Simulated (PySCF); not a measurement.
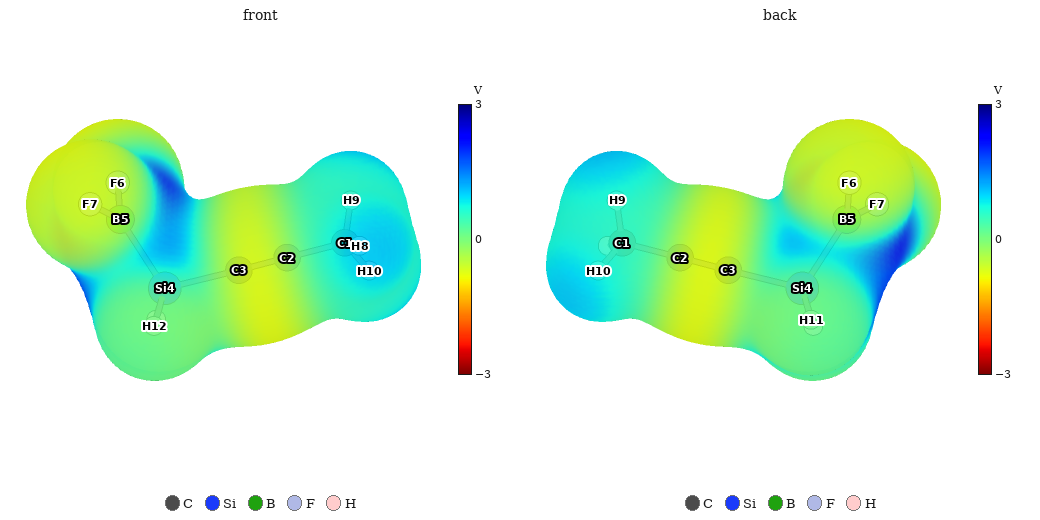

*C₃H₅BF₂Si (SMILES CC#C[SiH2]B(F)F). The electrostatic potential painted on the density surface at 0.002 e/bohr³, seen from the front and from behind; red is negative and blue positive.*

Geometry: GFN2-xTB.

Theory: PBE0/pcSseg-1, SCF density, gas phase, non-relativistic (PySCF 2.14.0).

```xyz
12

C     2.7783    0.3753    0.0748
C     1.4004   -0.0519    0.1562
C     0.2516   -0.4137    0.2260
Si   -1.5170   -0.9379    0.3370
B    -2.6769    0.6393    0.0027
F    -2.8095    1.2290   -1.1734
F    -3.4062    1.2377    0.9298
H     3.1571    0.5965    1.0724
H     2.8551    1.2714   -0.5408
H     3.3867   -0.4130   -0.3679
H    -1.7102   -2.0118   -0.6519
H    -1.7083   -1.5217    1.6737
```

> Which sites attract a positive test charge, and which a negative one?

A positive charge is drawn to the negative regions and a negative charge to the positive ones. The most negative region (about −0.8 V, or −18 kcal/mol for a unit charge) lies over C2, C3, F6 and F7, the most positive (about +2.0 V, or +46 kcal/mol for a unit charge) over B5.
